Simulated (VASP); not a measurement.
Band structure of FeAl (CsCl type). Calculation: rev-vdW-DF2, VASP's PBE PAW potentials (set 64) (plane waves; VASP 6.6.1).

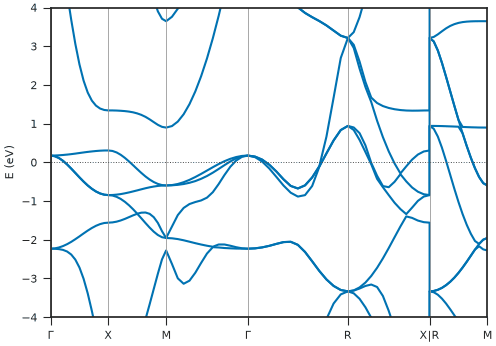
Bands along high-symmetry lines, zero at the valence-band maximum or, without a gap, the Fermi level

Read the plot: is there a gap, and where are the band edges?

It has no gap at this level: it comes out as a metal or semimetal. (Edges off the drawn lines would not show.)

The compound is FeAl in the CsCl type structure. It was relaxed first, which changed the volume by -6 %. The run is not spin-polarised, so no magnetic state was tried. The electron count is odd and the run is not spin-polarised, which forces a metal.
